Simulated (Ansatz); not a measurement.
Input

```
crystal:
  lattice:
    - [5.24237, 3.02668, 4.14273]
    - [-5.24237, 3.02668, 4.14273]
    - [0.0, -6.05337, 4.14273]
  atoms:
    - { symbol: Ta, position: [0.23108, 0.57229, 0.23108] }
    - { symbol: Ta, position: [0.23108, 0.23108, 0.57229] }
    - { symbol: Ta, position: [0.57229, 0.23108, 0.23108] }
    - { symbol: As, position: [0.55878, 0.55878, 0.55878] }
    - { symbol: Au, position: [0.96559, 0.96559, 0.96559] }
    - { symbol: Au, position: [0.75105, 0.75105, 0.75105] }
    - { symbol: O, position: [0.40884, 0.66762, 0.40884] }
    - { symbol: O, position: [0.40884, 0.40884, 0.66762] }
    - { symbol: O, position: [0.66762, 0.40884, 0.40884] }
    - { symbol: O, position: [0.49726, 0.01313, 0.36024] }
    - { symbol: O, position: [0.36024, 0.49726, 0.01313] }
    - { symbol: O, position: [0.01313, 0.36024, 0.49726] }
    - { symbol: O, position: [0.36024, 0.01313, 0.49726] }
    - { symbol: O, position: [0.01313, 0.49726, 0.36024] }
    - { symbol: O, position: [0.49726, 0.36024, 0.01313] }
    - { symbol: O, position: [0.10963, 0.74806, 0.10963] }
    - { symbol: O, position: [0.10963, 0.10963, 0.74806] }
    - { symbol: O, position: [0.74806, 0.10963, 0.10963] }
    - { symbol: O, position: [0.3084, 0.3084, 0.3084] }
hamiltonian:
  xc: pbe
  pseudopotentials: { kind: paw, level: accurate }
kpoints:
  mp_grid: { grid: [4, 4, 4] }
scf:
  occupations: { method: fermi_dirac, width: 0.05 }
output:
  forces: true
  stress: true
  eigenvalues: true
  write_density: true
  write_potential: true
  elf: true
  volumetric_format: npy
```

Launched as:

```sh
ansatz run input.yaml --threads 8 --pin off --max-ram 20480MiB --backend cpu --events-out ev --progress --plain --runs-dir out
```

Below, planes, directions and counts refer to the conventional cell (a = 10.48 Å, b = 10.48 Å, c = 12.43 Å, α = 90.00°, β = 90.00°, γ = 120.00°).

Space group R3m; a generated structure, not necessarily the stable one.

All numbers below come from Ansatz, Kohn-Sham DFT of a periodic cell, PBE, Ansatz PAW accurate.

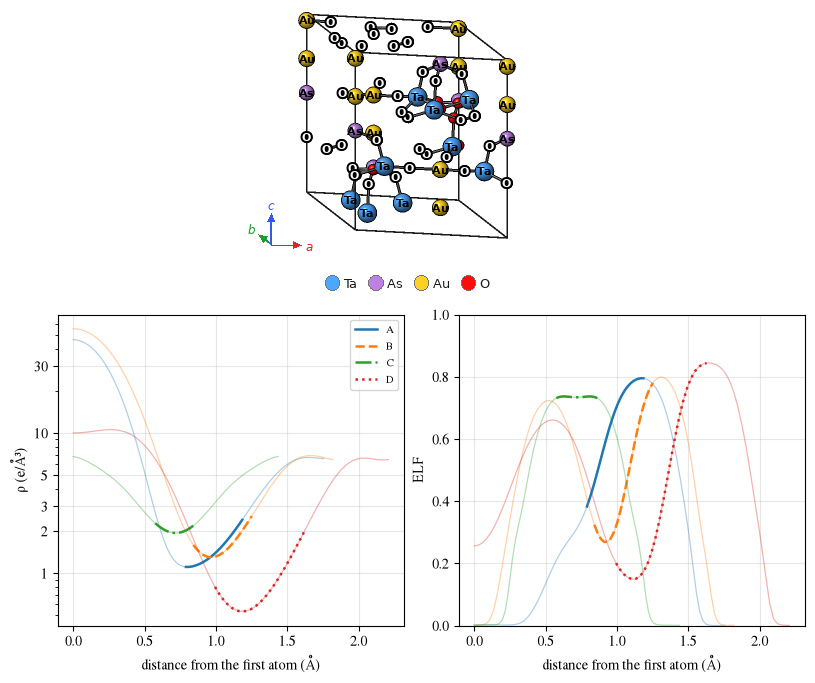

Ta₃AsAu₂O₁₃. Valence charge density (pseudo) and electron localisation function along straight lines between neighbouring atoms. Thin, pale parts lie inside the atomic spheres. The structure is drawn too.

The density is the valence pseudo-density of a PAW calculation; it isn't the true density close to the nuclei.

Which curve belongs to which contact (As–O, Au–O, O–O and Ta–O)? The first atom named is at distance zero.

Answer. Curve A: As–O (1.76 Å): ρ is about 1.2 e/Å³ halfway; the ELF peaks at about 0.80 in the valence shell of O, 0.6 Å from its nucleus, and is about 0.50 at the midpoint. Curve B: Ta–O (1.82 Å): ρ at the midpoint is about 1.4 e/Å³; the ELF peaks at about 0.80 in the valence shell of O, 0.5 Å from its nucleus, and drops to about 0.25 between the two atoms (no shared electron pair shows on this line). Curve C: O–O (1.44 Å): the density is about 1.9 e/Å³ at the midpoint; the ELF peaks at about 0.75 between the atoms. Curve D: Au–O (2.21 Å): ρ is about 0.57 e/Å³ halfway; the ELF is about 0.15 at the midpoint: no shared electron pair shows on this line.
